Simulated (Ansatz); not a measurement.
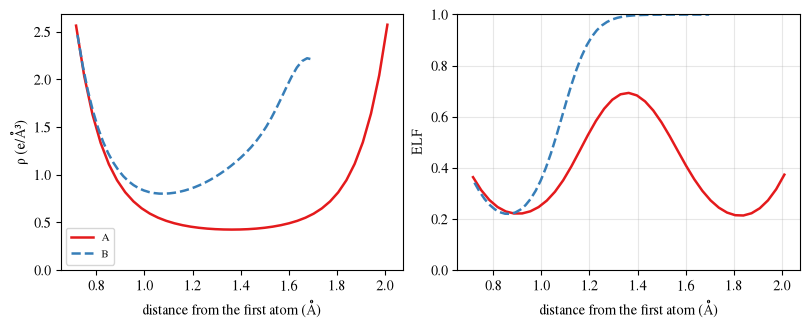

H₄Sn₂ (charge +1, doublet). Electron density and electron localisation function along straight lines between neighbouring atoms. The curves leave out the atomic cores.

Geometry: B3LYP-D4/def2-TZVP; core potentials replace the inner electrons of Sn.

Level of theory: UKS PBE0-D4/def2-TZVP (Ansatz 0.2.0).

Input file:

```
crystal:
  periodic: [false, false, false]
  atoms:
    - {symbol: Sn, position_ang: [1.346216, 0.065054, 0.206676]}
    - {symbol: Sn, position_ang: [-1.345391, -0.064869, -0.207278]}
    - {symbol: H, position_ang: [2.393489, -0.361242, -1.059931]}
    - {symbol: H, position_ang: [-2.386055, 0.377656, 1.059227]}
    - {symbol: H, position_ang: [-1.939178, 0.046325, -1.794483]}
    - {symbol: H, position_ang: [1.930919, -0.062934, 1.795779]}
basis:
  gaussian: {orbitals: def2-TZVP, initial_orbitals: start.molden}
total_charge: 1
magnetization: {spin_polarized: true, initial_magnetization: 1}
hamiltonian: {xc: pbe0, dispersion: d4}
output: {orbitals: {seedname: orbitals}}
```

Command:

```sh
ansatz run in.yaml --threads 4 --pin off --events-out ev --progress --plain --max-ram 3916MiB
```

**Which curve belongs to which contact (Sn–H and Sn–Sn)? The first atom named is at distance zero.**

Curve A: Sn–Sn (2.73 Å): the density is about 0.43 e/Å³ at the midpoint; the ELF peaks at about 0.70 between the atoms. Curve B: Sn–H (1.70 Å): ρ is about 1.2 e/Å³ halfway; the ELF climbs to about 1 towards the hydrogen.
